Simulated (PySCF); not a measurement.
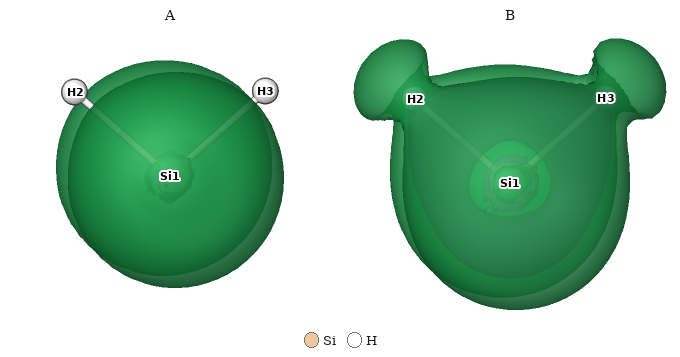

H₂Si, SMILES `[SiH2]`. The Fukui function f⁺ from two separate SCF calculations and the density of the LUMO, at ±0.02 e/Å³ (green positive, purple negative).

Computed with PySCF, B3LYP/def2-SVP, geometry: GFN2-xTB. No frequency check shows the geometry to be a minimum.

Which panel is which, and how good is the frozen-orbital picture?

B is f⁺ (it has negative regions), A the LUMO density. The LUMO lies on Si1 (89 %) and H2 and H3 (5 % each); f⁺ (Hirshfeld-condensed) is largest on Si1 (0.81); the vertical electron affinity is 0.68 eV (the stability of the anion's solution wasn't checked; the anion's highest orbital has positive energy, so this value and f⁺ depend on the basis). Relaxation shifts 9 % of the electron between atoms. The orbital energy is −3.21 eV.
